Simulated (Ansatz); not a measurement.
**Pressure series in La2O3**

The reference is La2O3 (space group P-3m1, No. 164).

```xyz
5
Lattice="3.9353 0.0000 0.0000 -1.9676 3.4080 0.0000 0.0000 0.0000 6.1263" Properties=species:S:1:pos:R:3 pbc="T T T"
La     0.0000     2.2720     1.5079
La     1.9676     1.1360     4.6184
O      0.0000     0.0000     0.0000
O      0.0000     2.2720     3.9583
O      1.9676     1.1360     2.1680
```

Cell and atoms are relaxed at each pressure.

All numbers come from r2SCAN in Ansatz (plane waves to 500 eV, PAW, no spin-orbit coupling).

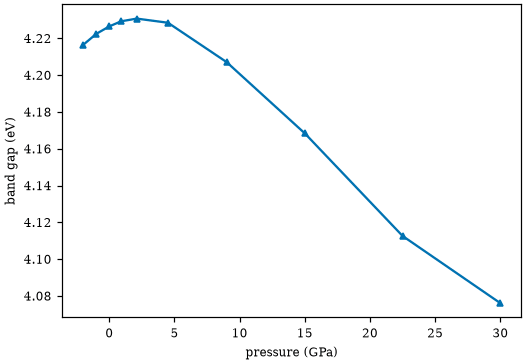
Figure. Band gap against pressure

Problem. From the plot, what is the band gap for pressure 15 GPa?

Solution. About 4.17 eV.

Problem. Is the trend monotonic over the range shown?

Solution. Yes, it falls throughout, spanning 4.08 eV to 4.23 eV.

Load acts through the strain it causes; cell and atoms are relaxed under it. No phonon test of stability was made. No other phases were tried under pressure.

Ansatz is a program for electronic structure.
